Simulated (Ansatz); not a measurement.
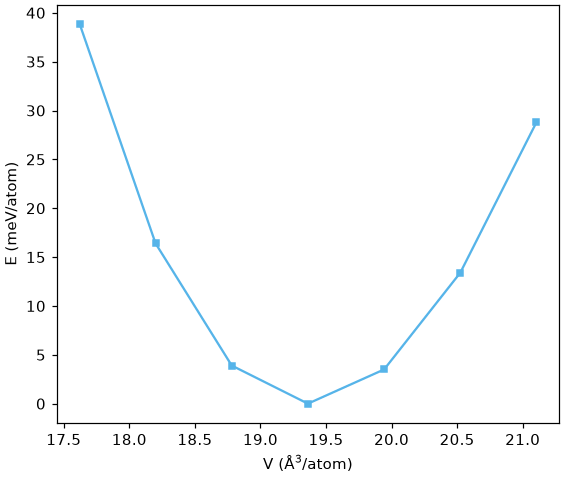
Figure. BeTe (rock salt, Fm-3m) under volume change, the program Ansatz at the r²SCAN level (PAW), scaled uniformly.

Q: What does a third-order Birch–Murnaghan fit give for V₀, B₀ and B′?

A: V₀ = 19.36 Å³/atom, B₀ = 67.9 GPa, B′ = 4.0.

The start of the workflow was typed in or built on a structure type; neither database checked (COD, Materials Project) lists it. COD files the formula under space group No. 216, so this cell is another polymorph or a model. Its standing as an ambient phase is unchecked. The r²SCAN relaxation kept the symmetry of its start; its stability against distortions is not shown here. Spin–orbit coupling is left out wherever it is not named.

Potentials: the later of the program's two PAW sets.
